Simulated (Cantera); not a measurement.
A closed system holds: 1 mol LiCl, 3.4 mol H2, 0.19 mol H2O, held at 0.133 bar.

Equilibrium computed with Cantera from the NASA thermochemical tables; the gas is ideal and each condensed phase is pure. Candidate condensed phases: H2O, Li, LiCl, LiH, LiOH, Li2O; 25 gas species. The numbers say what is thermodynamically allowed, not how fast it happens.

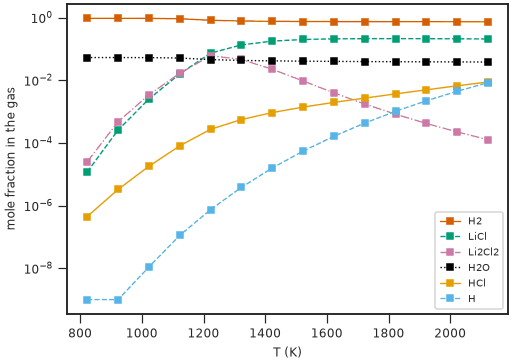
Figure. Equilibrium gas composition (values under 1e-9 drawn at 1e-9)

At 823 K the condensed part is LiCl(s). From 923 K to 1223 K the condensed part is LiCl(l). From 1323 K to 2123 K nothing is condensed. The main Li-bearing gas is Li2Cl2 at 823 K and LiCl at 2123 K.
